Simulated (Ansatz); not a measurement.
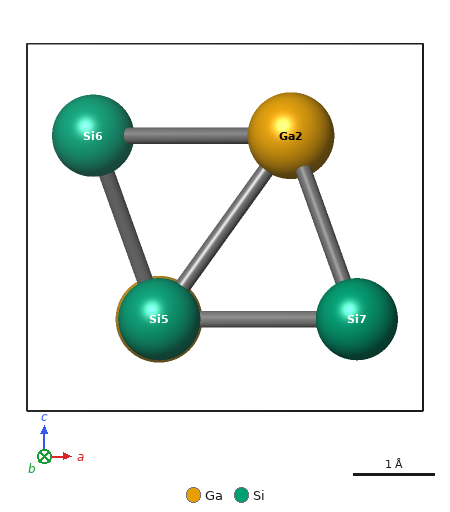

This is the input geometry for a relaxation of solid GaSi3 (built on the Ni3Sn (D0_19)_194 type). Style: ball-and-stick. Shown: the cell of the calculation, along the b axis.

Case: Ni3Sn (D0_19) type (P6_3/mmc, No. 194).

Level of theory: Ansatz, DFT PBE, scalar-relativistic, plane waves, PAW.

The input:
```yaml
crystal:
  lattice:
    - [5.6635492971, 0.0, 0.0]
    - [-2.8317746485, 4.9047775668, 0.0]
    - [0.0, 0.0, 4.545872153]
  atoms:
    - { symbol: Ga, position: [0.3333333333, 0.6666666667, 0.25] }
    - { symbol: Ga, position: [0.6666666667, 0.3333333333, 0.75] }
    - { symbol: Si, position: [0.833, 0.666, 0.25] }
    - { symbol: Si, position: [0.167, 0.833, 0.75] }
    - { symbol: Si, position: [0.334, 0.167, 0.25] }
    - { symbol: Si, position: [0.167, 0.334, 0.75] }
    - { symbol: Si, position: [0.833, 0.167, 0.25] }
    - { symbol: Si, position: [0.666, 0.833, 0.75] }
basis:
  ecutwfc: 420
kpoints:
  mp_grid: { grid: [12, 12, 8] }
hamiltonian:
  xc: pbe
scf:
  occupations: { method: gaussian, width: 0.1 }
output:
  forces: true
  stress: true
  eigenvalues: true
relax:
  adjacent_minimum: "off"
  f_tol: 0.01
  max_steps: 80
  cell: { stress_tol: 0.05 }
```

Launched with:
```bash
ansatz run input.yaml --threads 1 --pin off --max-ram 2560MiB --backend cpu --events-out ev --progress --plain --runs-dir out
```

What does the optimiser find from here?

Answer. The largest moves relative to the cell, 0.061 Å, are those of Si3, Si4, Si5, Si6, Si7 and Si8. Si7 goes along [1 −1 0]. Ga stays in place. The volume changes by −0.6 %, with a = b 5.664 → 5.514 Å (−2.6 %), c 4.546 → 4.766 Å (+4.8 %). Near-neighbour distances that change, for instance: Ga1–Si4 2.798 → 2.898 Å, Ga1–Si3 2.832 → 2.757 Å. Among the angles between lasting bonds that change: Ga1–Si7–Ga1 179.9° → 177.6°. The space group stays P6_3/mmc (No. 194). Over 8 accepted moves (11 points after the start) the energy falls by 10.4 meV per atom. The largest force component goes from 0.23 to 0.0001 eV/Å. Pressure: −0.95 GPa at the start and 0.00 GPa at the end. The line search rejected the trial step at point 4 of the run. At 2 points the geometry stayed and the basis and grid were re-selected for the new cell (energy shift of less than 0.05 meV per atom at most each time).

Final geometry:

```xyz
8
Lattice="5.5137 0.0000 0.0000 -2.7568 4.7750 0.0000 0.0000 0.0000 4.7659" Properties=species:S:1:pos:R:3 pbc="T T T"
Ga    0.0000    3.1833    1.1915
Ga    2.7568    1.5917    3.5745
Si    2.7568    3.2409    1.1915
Si   -1.4283    4.0079    3.5745
Si    1.3285    0.7670    1.1915
Si    0.0000    1.5341    3.5745
Si    4.1851    0.7670    1.1915
Si    1.4283    4.0079    3.5745
```

The end point in the same view:

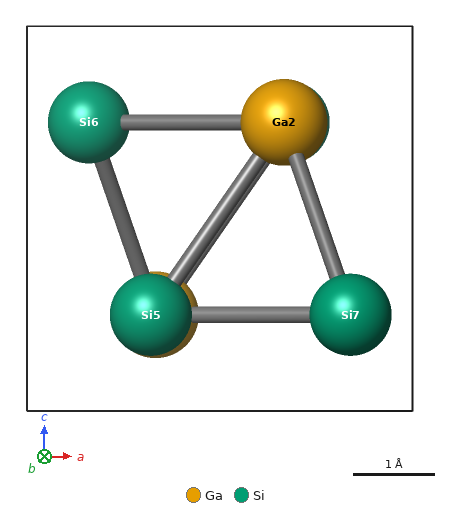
